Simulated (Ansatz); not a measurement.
# Surface energy of W against broken bonds

Calculated with Ansatz 0.2.0: Kohn-Sham DFT, r2SCAN, PAW (set soft_2), plane waves; cutoff 500 eV, fermi-dirac smearing of 0.1 eV; level r2SCAN. Slabs were relaxed with PBE at fixed cell edges. The surface energy is the slab's free energy less that of as many bulk atoms, over twice the area. Neighbours are counted within 3.31 Å in the slab as cut, where a bulk atom has 14.

| missing neighbours (per Å²) | surface energy (J/m²) | face |
| --- | --- | --- |
| 0.5576 | 3.521 | W(110) |
| 0.5915 | ? | ? |
| 0.6172 | 4.027 | W(210) |
| 0.6235 | 4.053 | W(310) |
| 0.6323 | 3.818 | W(321) |
| 0.6439 | 3.745 | W(211) |
| 0.6539 | 3.985 | W(311) |
| 0.6572 | 3.897 | W(221) |

**Question.** Fit a straight line to the rows given and interpolate to the withheld row.

Worked fit:

In a broken-bond picture the surface energy v is a line in u, the number of missing neighbours per area.

```
u (per Å²)  v (J/m²)
  0.557643    3.5208
  0.617197    4.0271
  0.623463    4.0529
  0.632307    3.8182
  0.643911    3.7449
  0.653894    3.9846
  0.657187    3.8975
```

With n = 7: mean u = 0.626515, mean v = 3.86371, Σ(u − ū)² = 0.0068660, Σ(u − ū)(v − v̄) = 0.023533. Slope b = 0.023533 / 0.0068660 = 3.4274; intercept a = v̄ − b ū = 1.7164.

At u = 0.5915, v = a + b u.

Prediction at 0.5915: 3.744 J/m². The run gave 4.352 J/m², so the fit is low by 0.61 J/m² (14 % of the value).

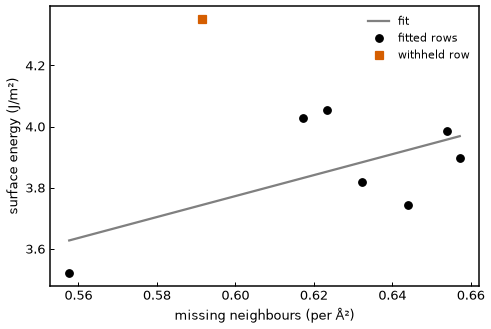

The fit, the rows that it rests on and the withheld row.

The withheld face is W(100). The slope is worth 0.21 eV a missing neighbour; a pure pair model would have no intercept, and this fit has 1.7 J/m². The count doesn't put all faces in the order of their energies. Over all rows the correlation is only 0.15, so this form doesn't describe them, and slope and intercept mean little. Among the rows given, the largest miss of the fit is at 0.6235, by 0.20 J/m² (24 % of the range of the table).

Limits: Thin slabs, unlike meshes and one lattice constant for all functionals.

[Logs are printed without paths, hosts, clocks, repeated set-up lines and the standing remarks that a program may print on its own settings, such as how far it seeks lower states.]

[Hosts, paths, dates, database ids (printed as entryN), source tags and the programs' standing remarks are cut or masked in the printed files.]
